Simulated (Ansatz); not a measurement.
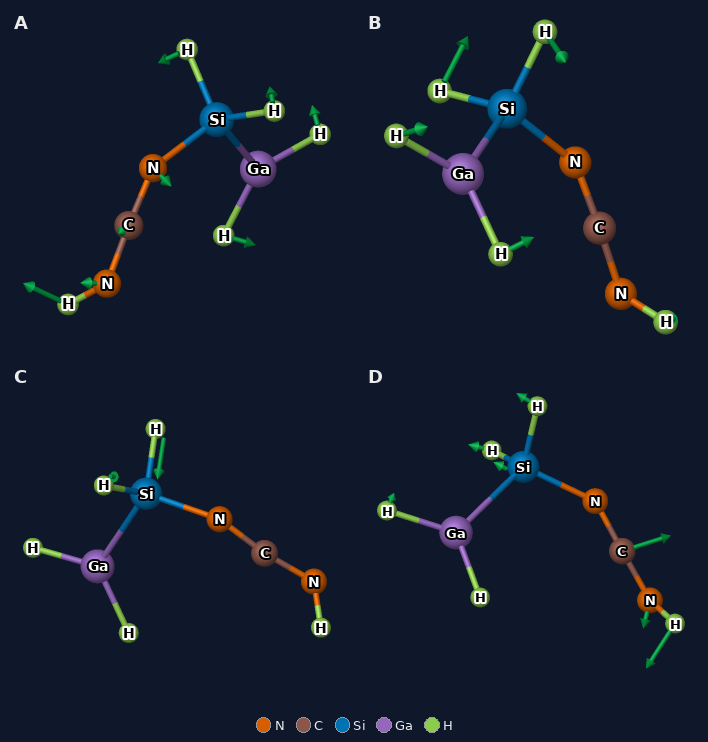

4 normal modes of one molecule or complex, as arrows. Harmonic vibrations computed with RKS PBE0-D4/def2-TZVP (Ansatz 0.2.0) at a stationary point of the same level.

> Match the panels to the wavenumbers 52 cm⁻¹, 344 cm⁻¹, 595 cm⁻¹, 2200 cm⁻¹.

A: 52 cm⁻¹
B: 344 cm⁻¹, Ga–Si–H bending
C: 2200 cm⁻¹, Si–H stretching
D: 595 cm⁻¹
